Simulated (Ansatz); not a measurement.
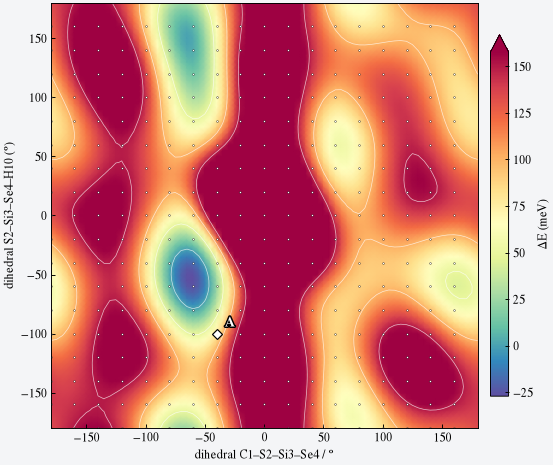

CH₆SSeSi, SMILES CS[SiH2][SeH]. The first coordinate is: dihedral C1–S2–Si3–Se4; the second: dihedral S2–Si3–Se4–H10. Nothing is relaxed (all other coordinates rigid). Grid: 18 × 18 points. All energies are given in meV relative to the relaxed molecule at the same level. Level of theory: Ansatz, RHF/def2-SVP.

In the figure: a smooth colour map with a few white contour lines, dots at the grid points, one colour for all values above the top of the scale, the point A. Between grid points the surface is interpolated.

Question: Which way does the force act at A, and how strong is it?

Answer: A, at dihedral C1–S2–Si3–Se4 = −40°, dihedral S2–Si3–Se4–H10 = −100°, is not a stationary point. The computed force is 3.4 meV for each degree towards smaller values of dihedral C1–S2–Si3–Se4 and 1.9 meV for each degree towards larger values of dihedral S2–Si3–Se4–H10.
